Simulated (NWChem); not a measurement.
# BCl3 (boron trichloride) at PBE/pcseg-2

What is the vertical ionisation energy of BCl3 (boron trichloride) at PBE/pcseg-2? 

Program for the calculation: NWChem 7.3.0.

### Step 1. The molecule

BCl3 has 4 atoms, charge 0, and is taken as a singlet. SMILES: `ClB(Cl)Cl`. The coordinates come from a PBE0-D4/def2-TZVP relaxation.

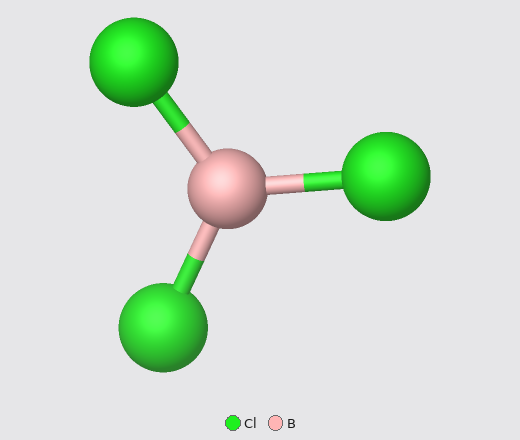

Viewed from a chosen angle; chlorine green, boron pink.

### Step 2. The energy at PBE/pcseg-2

File mymol.nw:

```
start mymol
title "BCl3 energy"
memory stack 880 mb heap 220 mb global 1100 mb
charge 0
geometry units atomic noautosym nocenter noautoz
  Cl -0.48739816  0.97593016  3.09601390
  B   0.00000000  0.00000000 -0.00001890
  Cl  1.78014091 -2.68919366 -0.61227126
  Cl -1.29276164  1.71324460 -2.48370484
end
basis spherical bse
  * library pcseg-2
end
dft
  xc xpbe96 cpbe96
  grid fine
  convergence energy 1e-08
  maxiter 100
  mulliken
  noprint "final vectors analysis"
end
task dft energy
```

On the command line:

```console
$ nwchem mymol.nw > mymol.out
```

The program printed, cut to the lines that bear on the results:

```text
[...]
          Wavefunction type:  closed shell.
          No. of atoms     :     4
          No. of electrons :    56
[...]
          Charge           :     0
          Spin multiplicity:     1
[...]
          AO basis - number of functions:   132
[...]
              XC Information
              --------------
          PerdewBurkeErnzerhof Exchange Functional  1.000
            Perdew 1991 LDA Correlation Functional  1.000 local
           PerdewBurkeErnz. Correlation Functional  1.000 non-local
[...]
 d= 0,ls=0.0,diis     1  -1404.9518871171 -1.64D+03  9.22D-03  2.09D+00     3.2
[...]
 d= 0,ls=0.0,diis     8  -1405.0510865130 -4.83D-10  3.30D-06  4.59D-07    20.4
         Total DFT energy =    -1405.051086512968
      One electron energy =    -2397.940259771183
           Coulomb energy =      850.970759458850
    Exchange-Corr. energy =      -88.254748038229
 Nuclear repulsion energy =      230.173161837595
[...]
      Total Density - Mulliken Population Analysis
     ---------------------------------------------
    Atom       Charge   Shell Charges
 -----------   ------   -------------------------------------------------------
    1 Cl  17    17.09   2.01  0.36  1.60  1.09  0.87  5.90  1.09  2.94  1.19  0.00  0.03  0.00
    2 B    5     4.74   2.00  0.50  0.34 -0.04  1.01  0.69  0.04  0.02  0.17  0.01
    3 Cl  17    17.09   2.01  0.36  1.60  1.09  0.87  5.90  1.09  2.94  1.19  0.00  0.03  0.00
    4 Cl  17    17.09   2.01  0.36  1.60  1.09  0.87  5.90  1.09  2.94  1.19  0.00  0.03  0.00
[...]
```

Wall time 21 s (1 thread of Intel Xeon 6975P-C (Granite Rapids), shared host); peak memory 0.12 GiB.

### Step 3. The doublet cation at the same level

File m1.nw:

```
start m1
memory total 2200 mb
charge 1
geometry units angstroms noautosym nocenter noautoz
  Cl   -0.257920    0.516440    1.638340
  B     0.000000    0.000000   -0.000010
  Cl    0.942010   -1.423060   -0.324000
  Cl   -0.684100    0.906610   -1.314320
end
basis spherical bse
  * library pcseg-2
end
dft
  xc xpbe96 cpbe96
  mult 2
  grid fine
  convergence energy 1e-08
  iterations 100
  mulliken
  print low
end
task dft
```

On the command line:

```console
$ nwchem m1.nw > m1.out
```

The program printed, cut to the lines that bear on the results:

```text
[...]
 d= 0,ls=0.0,diis     1  -1404.5223451022 -1.63D+03  5.08D-03  1.07D+00     3.8
[...]
 d= 0,ls=0.0,diis    13  -1404.6530671029 -1.40D-10  5.02D-08  6.63D-11    41.9
[...]
         Total DFT energy =    -1404.653067102874
      One electron energy =    -2383.914807952359
           Coulomb energy =      836.988055810795
    Exchange-Corr. energy =      -87.899493387864
 Nuclear repulsion energy =      230.173178426555
[...]
      Total Density - Mulliken Population Analysis
     ---------------------------------------------
    Atom       Charge   Shell Charges
 -----------   ------   -------------------------------------------------------
    1 Cl  17    16.75   2.01  0.36  1.60  1.13  0.85  5.90  1.07  2.87  0.92  0.00  0.04  0.00
    2 B    5     4.74   2.00  0.50  0.37 -0.05  1.01  0.73 -0.02  0.02  0.18  0.01
    3 Cl  17    16.75   2.01  0.36  1.60  1.13  0.85  5.90  1.07  2.87  0.92  0.00  0.04  0.00
    4 Cl  17    16.75   2.01  0.36  1.60  1.13  0.85  5.90  1.07  2.87  0.92  0.00  0.04  0.00
[...]
      <S2> =      0.7517 (Exact =     0.7500)
[...]
```

Run time: 43 s. Hardware: 1 thread of Intel Xeon 6975P-C (Granite Rapids), shared host; peak memory 0.13 GiB.

### Step 4. Summary of results

At PBE/pcseg-2:

| quantity | value |
| --- | --- |
| singlet BCl3: total energy | -1405.05109 Eh |
| singlet BCl3: dipole moment | 0.00 D |
| doublet cation: total energy | -1404.65307 Eh |
| doublet cation: ⟨S²⟩ | 0.752 |
| vertical ionisation energy (to the doublet cation) | 10.831 eV |

The vertical ionisation energy comes to 10.83 eV (1045 kJ/mol).
